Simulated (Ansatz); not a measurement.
Converging the plane-wave cutoff: Ti2O (P3m1, 3 atoms in the cell)

```
Ti2O
1.0
    2.94522     0.00000     0.00000
   -1.47261     2.55063     0.00000
    0.00000     0.00000     4.80787
Ti O
2 1
Cartesian
  0.00000   1.70042   3.55999
  1.47261   0.85021   1.29789
  0.00000   0.00000   0.00000
```

Computed with LDA (PW92), default PAW files made with PBE (plane waves; Ansatz, a quantum-chemistry and plane-wave program).

Base settings: basis.ecutwfc = 30.9 Ry; kpoints.mp_grid.grid = 13 13 7; hamiltonian.xc = lda; hamiltonian.pseudopotentials = {kind: paw} (the program's default PAW files); scf.occupations.method = fermi_dirac; scf.occupations.width = 0.0073 Ry.

The second cell is the first with its lattice scaled by 0.98.

The mesh stays at the base's, so the ladder's end is converged at best in this setting alone.

The first pressure column holds Ansatz's estimate of the finite-basis (Pulay) stress, which hides part of the cutoff error; the other is without it.

Only quantities that move along the ladder and can be compared are tabulated.

The count of work is k-points × plane waves × bands × iterations; it is no time. 

The starting cell comes from a database of computed structures (which also holds hypothetical and non-ambient phases and stackings), without a prior relaxation at this level. Its lattice was rescaled by up to half a per cent. One atom was moved a little off its site on purpose. Spin polarisation is off, so a magnetic state, if there is one, cannot be reached. In the base run, with a pressure of about -8 GPa the cell is away from its equilibrium volume at this level.

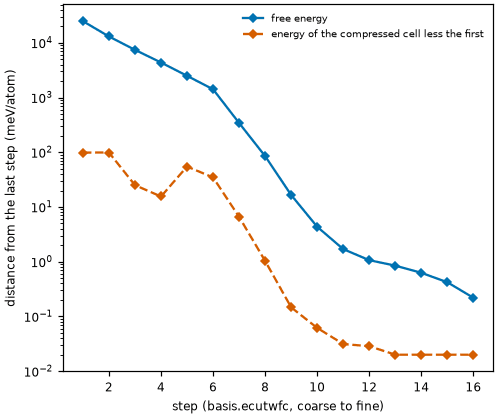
Figure. Distance from the last step along the ladder; very small values are drawn at a floor.

```csv
basis.ecutwfc,free energy less the last step's (meV/atom),energy of the compressed cell less the first (meV/atom),pressure (GPa),pressure without the Pulay estimate (GPa),largest difference of a force vector from the last step's (eV/Å),count of work / last
10.7 Ry,24816.18,88.10,6.74,-810.38,8.017,0.058
12.5 Ry,13040.28,88.38,5.99,-525.83,1.899,0.080
14 Ry,7424.59,14.46,-1.55,-353.12,1.447,0.088
15.4 Ry,4358.05,-26.12,-14.68,-239.79,1.687,0.11
16.9 Ry,2491.90,-65.40,-19.80,-158.82,1.019,0.12
18.4 Ry,1412.04,-45.22,-14.77,-104.23,0.241,0.14
21.7 Ry,342.11,-3.97,-7.56,-38.21,0.126,0.15
24.6 Ry,84.80,-9.53,-8.00,-17.24,0.023,0.20
27.9 Ry,16.53,-10.71,-8.35,-10.31,0.002,0.23
30.9 Ry,4.35,-10.63,-8.34,-8.81,0.000,0.26
33.8 Ry,1.70,-10.54,-8.32,-8.44,0.001,0.30
37.1 Ry,1.07,-10.54,-8.32,-8.35,0.001,0.36
41.5 Ry,0.85,-10.56,-8.32,-8.34,0.000,0.42
46.3 Ry,0.63,-10.56,-8.33,-8.34,0.000,0.49
54 Ry,0.42,-10.57,-8.33,-8.34,0.000,0.62
61.7 Ry,0.22,-10.57,-8.33,-8.34,0.000,0.75
74.2 Ry,0.00,-10.57,-8.33,-8.33,0.000,1.0
```

Coarsest basis.ecutwfc that holds the energy of the compressed cell less the first within 2 meV/atom of the last step, with all finer ones: 24.6 Ry, at 0.20 of the last step's count of work; the step before is off by 6.6 meV/atom.

Coarsest basis.ecutwfc that holds the pressure without the Pulay estimate within 0.1 GPa of the last step, with all finer ones: 37.1 Ry, at 0.36 of the last step's count of work; the step before is off by 0.11 GPa.

Coarsest basis.ecutwfc that holds the forces within 0.02 eV/Å of the last step, with all finer ones: 27.9 Ry, at 0.23 of the last step's count of work; the step before is off by 0.023 eV/Å.

The energy difference between the two cells stays within 1 meV/atom of the last step's from 27.9 Ry on, the total only from 41.5 Ry on: much of the error is common to both cells and cancels.

Two neighbours can agree and both be off: 10.7 Ry and 12.5 Ry differ by 0.28 meV/atom in the energy of the compressed cell less the first, yet lie about 99 meV/atom from the last step.

At the lowest cutoff the pressure without the Pulay estimate lies 802 GPa under the last step's, the usual sign of Pulay stress in an incomplete plane-wave basis.

Keys are those of Ansatz 0.2.
